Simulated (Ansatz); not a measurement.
# CH3BF (charge -1): molecular dynamics

The plan is to follow the molecule's vibrations and see whether its bonds hold. The start is relaxed first. Runs: 600 steps of 0.5 fs under a Nosé-Hoover thermostat at 2000 K. SMILES of the start: [CH2-]BF.

Method: UKS PBE/STO-3G, in Ansatz 0.2.0.

## Step 1: The structure to begin with

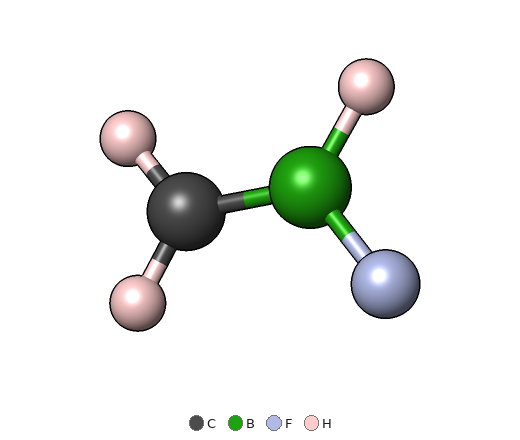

The starting structure, seen from a chosen angle (carbon dark grey, boron green, fluorine light blue, hydrogen pink).

Coordinates:

```xyz
6

C    -0.5786    0.2094   -0.4466
B     0.5406   -0.2079    0.3393
F     0.6016   -0.0150    1.7587
H    -0.6364    0.0668   -1.5290
H    -1.4746    0.6976   -0.0599
H     1.5474   -0.7508   -0.0625
```

## Step 2: Preparing the start

Contents of input.yaml:

```yaml
crystal:
  periodic: [false, false, false]
  atoms:
    - { symbol: C, position_ang: [-0.57865, 0.20938, -0.4466] }
    - { symbol: B, position_ang: [0.54062, -0.20795, 0.33934] }
    - { symbol: F, position_ang: [0.60159, -0.01501, 1.75869] }
    - { symbol: H, position_ang: [-0.63645, 0.06678, -1.52901] }
    - { symbol: H, position_ang: [-1.47455, 0.69758, -0.05992] }
    - { symbol: H, position_ang: [1.54744, -0.75078, -0.0625] }
total_charge: -1
magnetization:
  spin_polarized: true
basis:
  gaussian: { orbitals: STO-3G }
hamiltonian:
  xc: pbe
relax:
  f_tol: 0.02
  max_steps: 40
output:
  orbitals: {}
```

Started as:

```sh
> ansatz run input.yaml --threads 1 --pin off --max-ram 2048MiB --backend cpu --events-out ev --progress --plain --runs-dir out
```

After this run come: Dynamics.

What does the calculation give? Wanted: relaxation of the start; temperature, first and last step; temperature, second half; potential energy, second half; largest change of the conserved energy; bonds formed or broken.

As calculated:

```
                              quantity                            value
               relaxation of the start          4 moves, 0.051 eV lower
                                length              600 steps of 0.5 fs
      temperature, first and last step                  2000 and 1675 K
              temperature, second half  mean 1974 K, from 454 to 3676 K
         potential energy, second half     +178 meV/atom from the start
largest change of the conserved energy                    4.67 meV/atom
                bonds formed or broken                                0
```

In words: Against a set 2000 K the second half averages 1974 K with a spread of 664 K. The conserved energy strays from its start by at most 4.67 meV/atom, 3.4 % of the mean kinetic energy, fair for a step of 0.5 fs. The bonds all hold. Averages from a run of 300 fs with 6 atoms are rough. The nuclei move classically, without zero-point motion, which matters most for hydrogen. In so small a basis the energies are only a sketch.
